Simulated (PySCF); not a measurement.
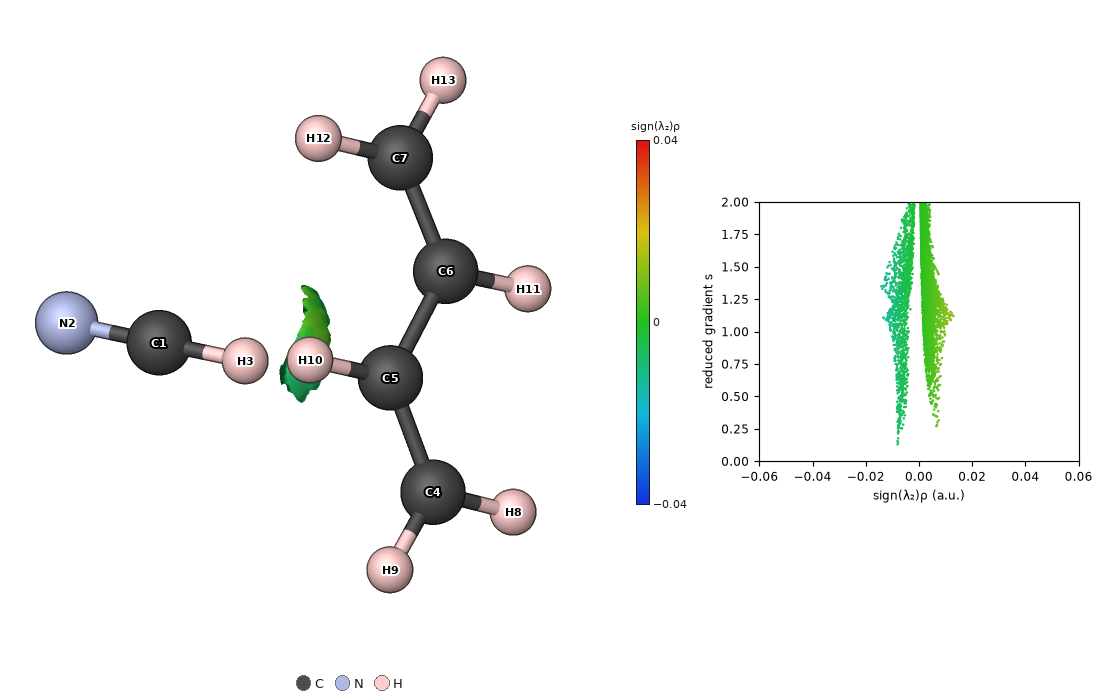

C$_{5}$H$_{7}$N, SMILES `C#N.C=CC=C`. Non-covalent interaction surfaces between the fragments (reduced density gradient s = 0.4, coloured by sign(λ₂)ρ in a.u.; trimmed to the region between the fragments where ρ is under 0.06 a.u.). Fragment A: HCN (atoms 1–3); fragment B: H6C4. The plot gives s against sign(λ₂)ρ for grid points between the fragments.

Level of theory: B3LYP/6-31+G* (PySCF), at a geometry from GFN2-xTB.

Input script:

```python
import numpy as np
from pyscf import gto, scf, dft
from pyscf.scf import atom_ks, atom_hf
from scipy.linalg import block_diag
from pyscf.dispersion import dftd3

def solve(mol, dm0=None, hcore=None):
    mf = (dft.UKS if mol.spin else dft.RKS)(mol, xc='b3lyp')
    mf.grids.level = 3
    mf = mf.density_fit(auxbasis='def2-universal-jkfit')
    mf.conv_tol, mf.max_cycle = 1e-8, 80
    if hcore is not None:
        mf.get_hcore = lambda *args: hcore
    mf.kernel(dm0)
    if not mf.converged:
        mf = mf.newton().run(mf.mo_coeff, mf.mo_occ, max_cycle=30)
    assert mf.converged, 'SCF not converged'
    return mf

mol = gto.M(atom='''
C     -2.23579     0.28350     0.15515
N     -3.35129     0.15311    -0.02906
H     -1.19652     0.40241     0.32148
C      1.62868     1.68786     0.07282
C      1.25483     0.50964    -0.41590
C      1.30839    -0.72667     0.33797
C      0.88836    -1.89504    -0.13579
H      2.00643     1.78744     1.07783
H      1.57452     2.59152    -0.50957
H      0.87970     0.43314    -1.42966
H      1.71212    -0.65577     1.34027
H      0.47929    -1.98765    -1.12922
H      0.93669    -2.79859     0.44686
''', basis='6-31+g*', charge=0, spin=0, verbose=4)
mol_a = gto.M(atom='''
C     -2.23579     0.28350     0.15515
N     -3.35129     0.15311    -0.02906
H     -1.19652     0.40241     0.32148
ghost-C      1.62868     1.68786     0.07282
ghost-C      1.25483     0.50964    -0.41590
ghost-C      1.30839    -0.72667     0.33797
ghost-C      0.88836    -1.89504    -0.13579
ghost-H      2.00643     1.78744     1.07783
ghost-H      1.57452     2.59152    -0.50957
ghost-H      0.87970     0.43314    -1.42966
ghost-H      1.71212    -0.65577     1.34027
ghost-H      0.47929    -1.98765    -1.12922
ghost-H      0.93669    -2.79859     0.44686
''', basis='6-31+g*', charge=0, spin=0, verbose=4)
mol_b = gto.M(atom='''
ghost-C     -2.23579     0.28350     0.15515
ghost-N     -3.35129     0.15311    -0.02906
ghost-H     -1.19652     0.40241     0.32148
C      1.62868     1.68786     0.07282
C      1.25483     0.50964    -0.41590
C      1.30839    -0.72667     0.33797
C      0.88836    -1.89504    -0.13579
H      2.00643     1.78744     1.07783
H      1.57452     2.59152    -0.50957
H      0.87970     0.43314    -1.42966
H      1.71212    -0.65577     1.34027
H      0.47929    -1.98765    -1.12922
H      0.93669    -2.79859     0.44686
''', basis='6-31+g*', charge=0, spin=0, verbose=4)
ab, a, b = solve(mol), solve(mol_a), solve(mol_b)
e_int = ab.e_tot - a.e_tot - b.e_tot
print('counterpoise-corrected interaction energy / kcal/mol', e_int * 627.5095)
def disp(atoms, charge):
    m = gto.M(atom=atoms, charge=charge, basis='sto-3g', spin=None, unit='Bohr', verbose=0)
    return dftd3.DFTD3Dispersion(m, xc='b3lyp', version='d3bj').get_dispersion()['energy']
e_disp = disp(mol._atom, mol.charge) - disp(mol._atom[:3], mol_a.charge) - disp(mol._atom[3:], mol_b.charge)
print('D3(BJ) part / kcal/mol', e_disp * 627.5095)
# spherically averaged free atoms, for the promolecule
atm = atom_ks.get_atm_nrks(mol, xc='b3lyp')
pro = block_diag(*[(atm[a[0]][2] * atm[a[0]][3]) @ atm[a[0]][2].T for a in mol._atom])
np.savez('result.npz', e_int=e_int, e_disp=e_disp, dm_a=a.make_rdm1(), dm_b=b.make_rdm1(), c=ab.mo_coeff, occ=ab.mo_occ, eps=ab.mo_energy, pro=pro, d=[f.dip_moment(verbose=0) for f in (ab, a, b)])
```

Run with:

```sh
OMP_NUM_THREADS=1 python input.py
```

The run took 37 s on 1 thread of Arm Neoverse V2, with other jobs on the host, peak memory 0.58 GiB.

Partitions, critical points and surface values were worked out afterwards from this run's density.

Q: Which interactions hold the two fragments together?

A: Bond critical points between the fragments: H3···C5, C–H···C contact, 2.56 Å, ρ = 0.008 a.u. It is weak and appears green (van der Waals range). The pose is a local one from a semi-empirical search, not shown to be the most stable.

Q: How strongly are they bound?

A: The counterpoise-corrected interaction energy of the frozen fragments is −1.2 kcal/mol without dispersion correction and −3.1 kcal/mol with D3(BJ). The pair geometry is semi-empirical, not a minimum at this level.
